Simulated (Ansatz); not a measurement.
# Amorphous W24Si24

Preparation: random packing, a CHGNet melt and quench, and a DFT relaxation. The hot cell started wider than the set density and was brought back towards it in steps. It is the lowest in DFT energy of 2 quenches. It is a model cell: composition and starting density were chosen by hand, and all elements were melted together. No dispersion term was used.

The numbers are results of PBE, scalar-relativistic without spin-orbit coupling (plane waves to 420 eV, PAW; Ansatz, a program for electronic structure), not measurements. Geometry, pressure, stress and energy are those of the PBE run. Its sampling: a 2×2×2 Γ-centred mesh; Fermi-Dirac width 0.1 eV; no spin polarisation.

```json
{
 "number_of_atoms_in_the_cell": "48",
 "Density (volume relaxed, without dispersion)": "11.56 g/cm^3",
 "volume_per_atom": "15.22 Å^3",
 "Pressure on a 2×2×2 Γ-centred mesh": "0.04 GPa",
 "Largest force and stress component on that mesh (the relaxation ran on one k-point at (1/4, 1/4, 1/4))": "0.49 eV/Å and 2.3 GPa",
 "Gap on a 2×2×2 Γ-centred mesh (PBE)": "within the smearing (under twice its width)"
}
```

Neighbours within W-W 3.54 Å, W-Si 3.18 Å, Si-Si 2.66 Å count as bonded.

Mean coordination of W: 12.54 (1 with 10, 1 with 11, 10 with 12, 9 with 13, 2 with 14, 1 with 15)
Mean coordination of Si: 7.04 (1 with 4, 1 with 5, 4 with 6, 9 with 7, 8 with 8, 1 with 9)
Mean W-W bond: 2.992 Å (spread 0.197 Å, 82 counted)
Mean W-Si bond: 2.645 Å (spread 0.142 Å, 137 counted)

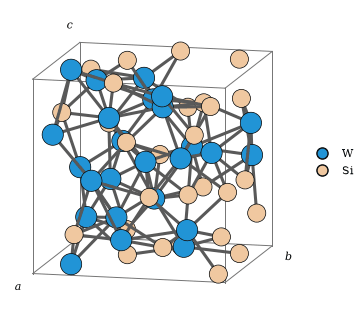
*The relaxed cell*

Its density started from a set value of 11.46 g/cm³. Cooling (nominally 200 K/ps over its main leg) ran many orders faster than in experiment, which tends to leave more defects and strain. One small periodic cell is one sample of the glass; other quenches scatter about these values. The volume was free in the relaxation, at fixed shape. Stress components on the final sampling reach 2.3 GPa. On a 2×2×2 Γ-centred mesh force components of up to 0.49 eV/Å stay, since the relaxation ran on one k-point at (1/4, 1/4, 1/4).
